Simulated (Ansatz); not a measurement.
# Ga₂H₄F₂: basis-set convergence

How large a basis does Ga₂H₄F₂ need? Two functionals are run in growing sets.

The runs use Ansatz 0.2.0, Gaussian basis; one geometry, several basis sets.

The runs, in order: PBE0-D4/def2-SVP; ωB97M-V/def2-SVP; PBE0-D4/def2-QZVPP; ωB97M-V/def2-QZVPP; the functionals' def2-TZVPP values are taken from earlier runs.

### Step 1. The relaxed structure

An earlier PBE0-D4 in a triple-zeta def2 set relaxation fixed the geometry.

SMILES `[F+]1[GaH2-][F+][GaH2-]1`, 8 atoms, charge 0, spin multiplicity 1.

Atoms are counted from 1 here; the program's logs count them from 0.

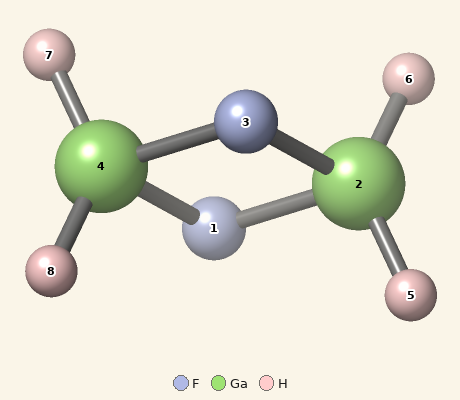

The geometry (fluorine light blue, gallium green, hydrogen pink); atoms are numbered from 1 in the order of the file.

Coordinates:

```xyz
8

F    -0.77311    0.04915    0.96997
Ga    0.08390    1.49233   -0.00861
F     0.77327   -0.04915   -0.96986
Ga   -0.08390   -1.49233    0.00860
H    -1.00138    2.14350   -0.90690
H     1.23598    2.02826    0.88262
H     1.00135   -2.14373    0.90677
H    -1.23611   -2.02802   -0.88260
```

### Step 2. PBE0-D4 in def2-SVP

in.yaml reads:

```yaml
crystal:
  periodic: [false, false, false]
  atoms:
    - {symbol: F, position_ang: [-0.773112, 0.049145, 0.969968]}
    - {symbol: Ga, position_ang: [0.083905, 1.492329, -0.008614]}
    - {symbol: F, position_ang: [0.773273, -0.049150, -0.969857]}
    - {symbol: Ga, position_ang: [-0.083903, -1.492333, 0.008605]}
    - {symbol: H, position_ang: [-1.001383, 2.143504, -0.906898]}
    - {symbol: H, position_ang: [1.235977, 2.028259, 0.882623]}
    - {symbol: H, position_ang: [1.001351, -2.143730, 0.906765]}
    - {symbol: H, position_ang: [-1.236107, -2.028025, -0.882601]}
basis:
  gaussian: {orbitals: def2-SVP}
hamiltonian: {xc: pbe0, dispersion: d4}
output: {orbitals: {seedname: orbitals}}
```

Launch:

```console
$ ansatz run in.yaml --threads 4 --pin off --events-out ev --progress --plain --max-ram 10444MiB
```

Log:

```text
Functional definition: PBE0
  name "PBE0"
  cite "Adamo & Barone, J. Chem. Phys. 110, 6158 (1999) doi:10.1063/1.478522"
  cite "Perdew, Burke & Ernzerhof, Phys. Rev. Lett. 77, 3865 (1996) doi:10.1103/PhysRevLett.77.3865"
  parent pbe
  parameter a = 0.25
  parameter kappa = 0.804
  parameter beta = 0.06672455060314922
  exchange = (1 - a)*pbe_x(kappa = kappa, mu = beta*pi^2/3) + a*exact_x
  correlation = pbe_c(beta = beta)
1106 factors; integrals over basis functions are off by at most 7.0e-4 eV
mean field evaluation 1: about -110218.2550 eV, gradient 4.6e1 eV
mean field evaluation 2: about -110214.4880 eV, gradient 7.0e1 eV
mean field evaluation 4: about -110221.2231 eV, gradient 2.0e0 eV
mean field evaluation 8: about -110221.2744 eV, gradient 7.5e-2 eV
mean field evaluation 16: about -110221.2744 eV, gradient 1.3e-5 eV
mean field -110221.27436204 eV, -4050.5571221420 hartree, gradient 1.3e-5 eV, S^2 0.000000; 0 other end points of the search recorded, 0 dependent functions left out
reference -110221.27439747 eV, -4050.5571234438 hartree; 42, 42 occupied and 70, 70 virtual orbitals, 1106 factors
Total energy: -110221.41762229 eV, -4050.5623868588 hartree
```

It took 1.5 s on 4 threads of Arm Neoverse V1, shared host.

### Step 3. ωB97M-V in def2-SVP

in.yaml, as its differences from that of step 2:

```diff
@@ -13,3 +13,3 @@
   gaussian: {orbitals: def2-SVP}
-hamiltonian: {xc: pbe0, dispersion: d4}
+hamiltonian: {xc: {name: wB97M-V}}
 output: {orbitals: {seedname: orbitals}}
```

Launched as before.

Log, cut to the lines that bear on the results:

```text
Functional definition: wB97M-V
  name "wB97M-V"
  cite "Mardirossian & Head-Gordon, J. Chem. Phys. 144, 214110 (2016) doi:10.1063/1.4952647"
  cite "Becke, J. Chem. Phys. 107, 8554 (1997) doi:10.1063/1.475007"
  cite "Vydrov & Van Voorhis, J. Chem. Phys. 133, 244103 (2010) doi:10.1063/1.3521275"
  # Of w^i u^j: cxij and so on, Table III.
[...]
  gx(w, u) = 1 - cx + cx01*u + cx10*w
  gss(w, u) = css00 + css04*u^4 + css10*w + css20*w^2 + css43*w^4*u^3
  gos(w, u) = cos00 + cos10*w + (cos20 + cos21*u)*w^2 + (cos60 + cos61*u)*w^6
[...]
      + integral(e_c_pw_mod_opposite_spin*gos(b97_w_opposite, b97_u_opposite)) + vv10(b, c)
1106 factors; integrals over basis functions are off by at most 7.0e-4 eV
284 factors; integrals over basis functions are off by at most 4.3e-6 eV
[...]
mean field -110233.11889888 eV, -4050.9924008422 hartree, gradient 6.7e-5 eV, S^2 0.000000; 0 other end points of the search recorded, 0 dependent functions left out
reference -110233.11895626 eV, -4050.9924029508 hartree; 42, 42 occupied and 70, 70 virtual orbitals, 1106 factors
Total energy: -110233.11895626 eV, -4050.9924029508 hartree
```

Wall time 6 s (4 threads of Arm Neoverse V1, shared host).

### Step 4. PBE0-D4 in def2-QZVPP

in.yaml, as its differences from that of step 3:

```diff
@@ -12,4 +12,4 @@
 basis:
-  gaussian: {orbitals: def2-SVP}
-hamiltonian: {xc: {name: wB97M-V}}
+  gaussian: {orbitals: "def2-QZVPP.json"}
+hamiltonian: {xc: pbe0, dispersion: d4}
 output: {orbitals: {seedname: orbitals}}
```

The command is unchanged.

Log:

```text
Functional definition: PBE0
  name "PBE0"
  cite "Adamo & Barone, J. Chem. Phys. 110, 6158 (1999) doi:10.1063/1.478522"
  cite "Perdew, Burke & Ernzerhof, Phys. Rev. Lett. 77, 3865 (1996) doi:10.1103/PhysRevLett.77.3865"
  parent pbe
  parameter a = 0.25
  parameter kappa = 0.804
  parameter beta = 0.06672455060314922
  exchange = (1 - a)*pbe_x(kappa = kappa, mu = beta*pi^2/3) + a*exact_x
  correlation = pbe_c(beta = beta)
1790 factors; their error is unknown
mean field evaluation 1: about -110240.0736 eV, gradient 5.5e1 eV
mean field evaluation 2: about -110234.0071 eV, gradient 9.2e1 eV
mean field evaluation 4: about -110243.7341 eV, gradient 2.8e0 eV
mean field evaluation 8: about -110243.7476 eV, gradient 7.5e-2 eV
mean field evaluation 16: about -110244.0525 eV, gradient 6.8e-5 eV
mean field -110244.05250406 eV, -4051.3942034215 hartree, gradient 6.8e-5 eV, S^2 0.000000; 0 other end points of the search recorded, 0 dependent functions left out
reference -110244.05255052 eV, -4051.3942051290 hartree; 42, 42 occupied and 370, 370 virtual orbitals, 1790 factors
Total energy: -110244.19577534 eV, -4051.3994685439 hartree
```

Run time: 9 s. Hardware: 4 threads of Arm Neoverse V1, shared host; peak memory 1.7 GiB.

### Step 5. ωB97M-V in def2-QZVPP

in.yaml, as its differences from that of step 4:

```diff
@@ -13,3 +13,3 @@
   gaussian: {orbitals: "def2-QZVPP.json"}
-hamiltonian: {xc: pbe0, dispersion: d4}
+hamiltonian: {xc: {name: wB97M-V}}
 output: {orbitals: {seedname: orbitals}}
```

Launched as before.

Log, cut to the lines that bear on the results:

```text
Functional definition: wB97M-V
  name "wB97M-V"
  cite "Mardirossian & Head-Gordon, J. Chem. Phys. 144, 214110 (2016) doi:10.1063/1.4952647"
  cite "Becke, J. Chem. Phys. 107, 8554 (1997) doi:10.1063/1.475007"
  cite "Vydrov & Van Voorhis, J. Chem. Phys. 133, 244103 (2010) doi:10.1063/1.3521275"
  # Of w^i u^j: cxij and so on, Table III.
[...]
  gx(w, u) = 1 - cx + cx01*u + cx10*w
  gss(w, u) = css00 + css04*u^4 + css10*w + css20*w^2 + css43*w^4*u^3
  gos(w, u) = cos00 + cos10*w + (cos20 + cos21*u)*w^2 + (cos60 + cos61*u)*w^6
[...]
      + integral(e_c_pw_mod_opposite_spin*gos(b97_w_opposite, b97_u_opposite)) + vv10(b, c)
1780 factors; their error is unknown
319 factors; integrals over basis functions are off by at most 9.0e-6 eV
[...]
mean field -110255.90161649 eV, -4051.8296502716 hartree, gradient 6.8e-5 eV, S^2 0.000000; 0 other end points of the search recorded, 0 dependent functions left out
reference -110255.90169037 eV, -4051.8296529866 hartree; 42, 42 occupied and 370, 370 virtual orbitals, 1780 factors
Total energy: -110255.90169037 eV, -4051.8296529866 hartree
```

It took 19 s on 4 threads of Arm Neoverse V1, shared host; peak memory 2 GiB.

### Step 6. Functionals by basis

The def2-TZVPP values come from earlier runs at the same geometry.

| functional | basis | functions | energy (eV) | from the largest (eV) | HOMO (eV) | LUMO (eV) |
| --- | --- | --- | --- | --- | --- | --- |
| PBE0-D4 | def2-SVP | 112 | -110221.4176 | 22.778 | -8.73 | -0.59 |
| PBE0-D4 | def2-TZVPP | 214 | -110241.5025 | 2.693 | -8.77 | -0.79 |
| PBE0-D4 | def2-QZVPP | 412 | -110244.1958 | 0.000 | -8.77 | -0.89 |
| ωB97M-V | def2-SVP | 112 | -110233.1190 | 22.783 | -10.92 | 1.10 |
| ωB97M-V | def2-TZVPP | 214 | -110253.3055 | 2.596 | -11.01 | 0.84 |
| ωB97M-V | def2-QZVPP | 412 | -110255.9017 | 0.000 | -11.02 | 0.50 |

### Step 7. Summary of results

| quantity | value |
| --- | --- |
| PBE0-D4: double and triple zeta above quadruple | 22.78, 2.69 eV |
| ωB97M-V: double and triple zeta above quadruple | 22.78, 2.60 eV |

**Reading.** For PBE0-D4 the step from double to triple zeta gains 20.08 eV and the next only 2.69 eV. Total energies overstate the basis error of differences, where much of it tends to cancel. The LUMO of ωB97M-V is positive and keeps falling with the basis (1.10 to 0.50 eV): an unbound level that the basis holds in place.

For PBE0-D4 the largest set took about 6 times as long as the smallest (9 s against 1.5 s).
